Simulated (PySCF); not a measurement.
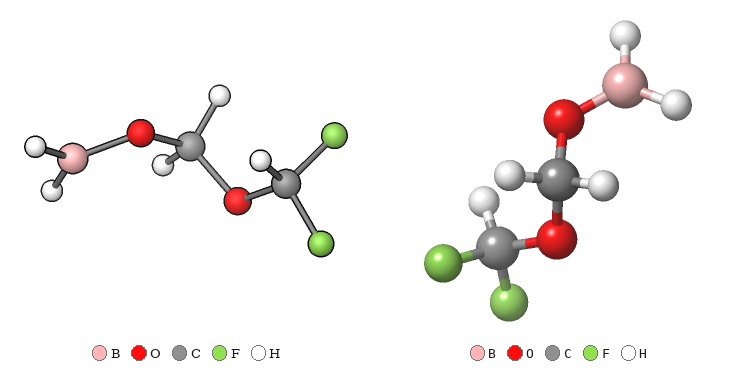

The same structure drawn twice, from different directions.

Question: Count the atoms of each element.

Answer: C2H5BF2O2, 12 atoms: 2 carbon, 5 hydrogen, 1 boron, 2 fluorine and 2 oxygen.

Question: Name functional groups in it.

Answer: Among them: ether, C–F bond, B–H bond.

Question: Describe its rings.

Answer: It has no ring.

Question: What is its SMILES?

Answer: BOCOC(F)F

More results for the same structure follow; atom numbers are the same in all pictures, views and colours differ. The geometry was computed by an optimisation with PBE0-D3(BJ)/def2-SVP. No frequency run is at hand to confirm it as a minimum.

## Geometry

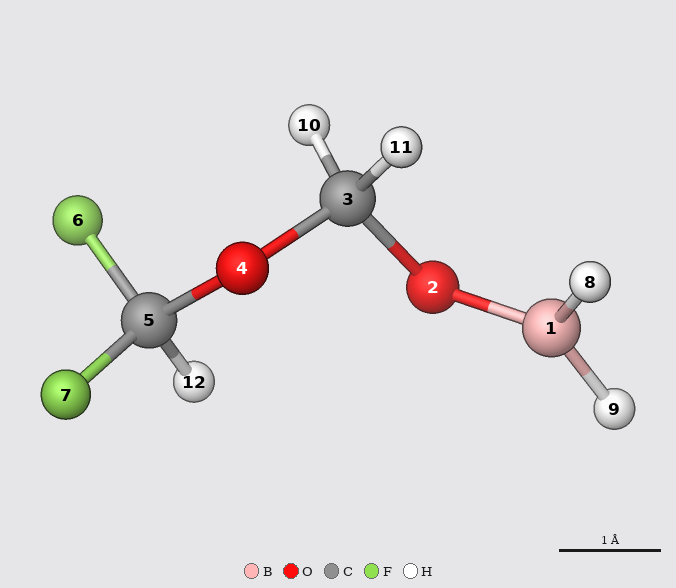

No frequency run is at hand to confirm it as a minimum.

Give the bond lengths.

| bond | length (Å) | order |
| --- | --- | --- |
| B1–O2 | 1.349 | single |
| B1–H8 | 1.212 | single |
| B1–H9 | 1.206 | single |
| O2–C3 | 1.401 | single |
| C3–O4 | 1.391 | single |
| C3–H10 | 1.102 | single |
| C3–H11 | 1.100 | single |
| O4–C5 | 1.364 | single |
| C5–F6 | 1.349 | single |
| C5–F7 | 1.328 | single |
| C5–H12 | 1.104 | single |

## Dipole moment

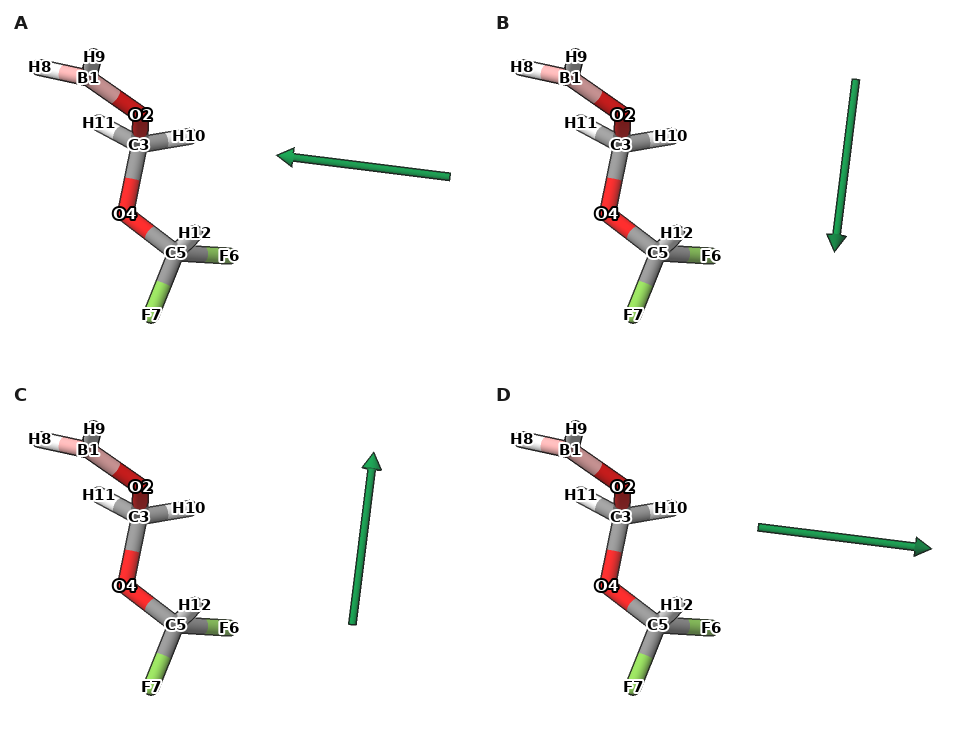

The same molecule four times, each with an arrow. No frequency run is at hand to confirm it as a minimum. Level of theory: PBE0/cc-pVDZ, gas phase (PySCF 2.14.0).

Question: Which arrow points along the dipole moment, from the negative to the positive end?

Answer: C. The dipole moment is 1.62 D; it points from the side of F7 to the side of H8, H9 (the outermost atoms at the two ends).

## Quadrupole coupling

No frequency run is at hand to confirm it as a minimum. Electric field gradients from the ground-state density, PBE0/aug-cc-pVDZ (PySCF 2.14.0), non-relativistic apart from any core potentials.

Give the largest field-gradient component, the quadrupole coupling constant and the asymmetry for 11B at B1 (Q = 40.59 mb), 17O at O2 (Q = −25.6 mb), 17O at O4 (Q = −25.6 mb), 2H at H8 (Q = 2.86 mb), 2H at H9 (Q = 2.86 mb), 2H at H10 (Q = 2.86 mb), 2H at H11 (Q = 2.86 mb).

```csv
atom,V_zz (a.u.),e²qQ/h (MHz),η
B1,0.422,4.02,0.34
O2,1.266,−7.62,0.35
O4,1.714,−10.31,0.91
H8,0.204,0.137,0.04
H9,0.210,0.141,0.05
H10,0.274,0.184,0.03
H11,0.278,0.187,0.05
```

## NMR shielding

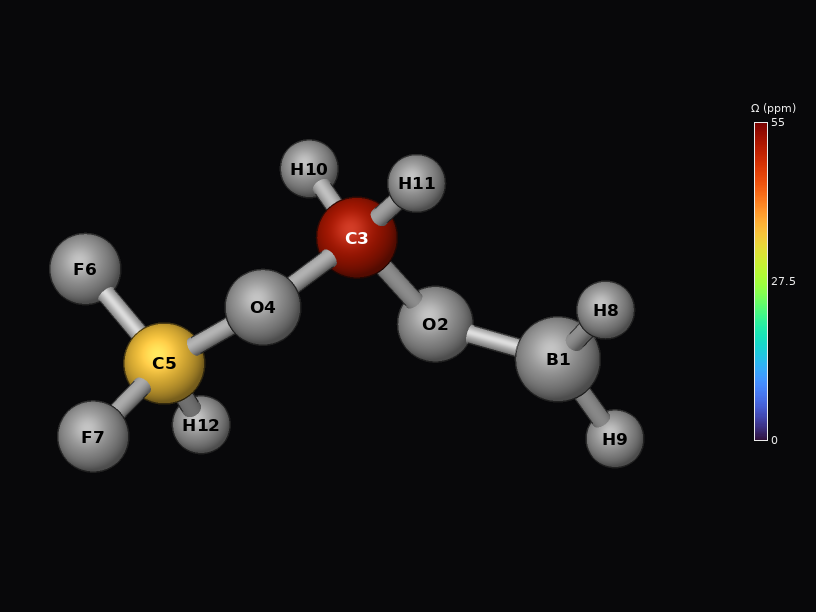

The C atoms are coloured by the span of their shielding tensor. No frequency run is at hand to confirm it as a minimum. Method: GIAO PBE0/def2-TZVP NMR shielding, non-relativistic, gas phase (PySCF 2.14.0). Principal shieldings σ11 ≤ σ22 ≤ σ33, span Ω = σ33 − σ11, skew κ = 3(σiso − σ22)/Ω.

Question: Which C atom has the most anisotropic shielding?

Answer: C3, with a span of 51 ppm.

Give the shielding tensors of the C atoms.

| atom | σ11 | σ22 | σ33 | σiso | Ω | κ |
| --- | --- | --- | --- | --- | --- | --- |
| C3 | 68.3 | 86.5 | 119.7 | 91.5 | 51.5 | 0.29 |
| C5 | 46.3 | 72.0 | 82.0 | 66.7 | 35.7 | −0.44 |

Shieldings and span in ppm.

## Charges

The questions are on Mulliken charges. No frequency run is at hand to confirm it as a minimum. Method: PBE0/pcSseg-2, gas phase (PySCF 2.14.0).

Give the Mulliken charges atom by atom.

```
atom  value (e)
  B1       0.39
  O2      −0.47
  C3       0.38
  O4      −0.36
  C5       0.63
  F6      −0.26
  F7      −0.24
  H8      −0.09
  H9      −0.07
 H10       0.05
 H11       0.04
 H12       0.01
```

Mulliken values depend strongly on the basis set and can even reverse the polarity of a bond.
